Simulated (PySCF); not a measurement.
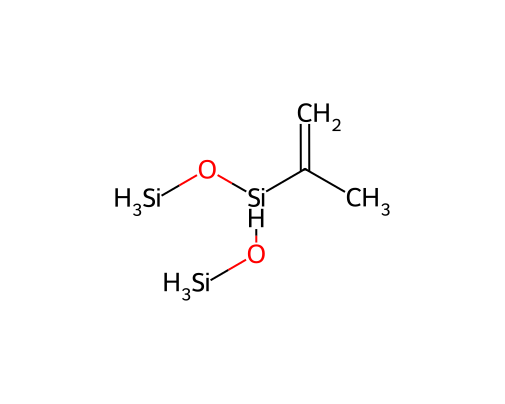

Figure made from data computed with PySCF.

A structural formula.

Q: Give its SMILES.

A: C=C(C)[SiH](O[SiH3])O[SiH3]

Q: Give the formula, hydrogens included.

A: C3H12O2Si3.

Q: An optimisation with PBE0-D3(BJ)/def2-SVP gave a structure of which point group?

A: C1. Other conformers may differ.
